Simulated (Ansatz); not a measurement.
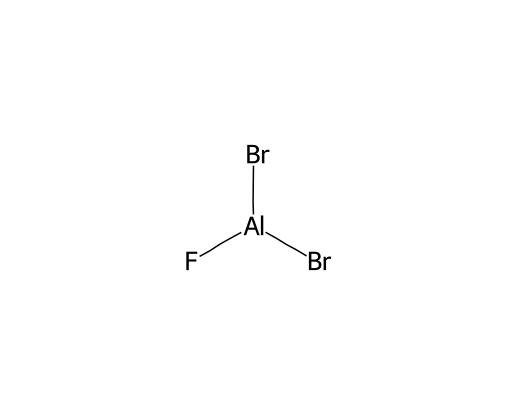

The drawing above gives the connectivity. The geometry was computed by an optimisation with PBE-D4/def2-SVP. No frequency run is at hand to confirm it as a minimum.

What does the molecule look like in three dimensions?

The molecule is AlBr2F. SMILES: `[F][Al]([Br])[Br]`. The point group is C2v. All atoms lie on one plane. Coordination: 1 Al trigonal planar.

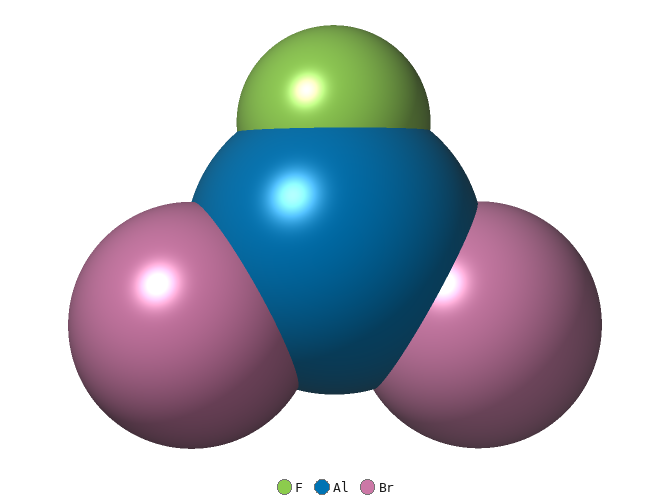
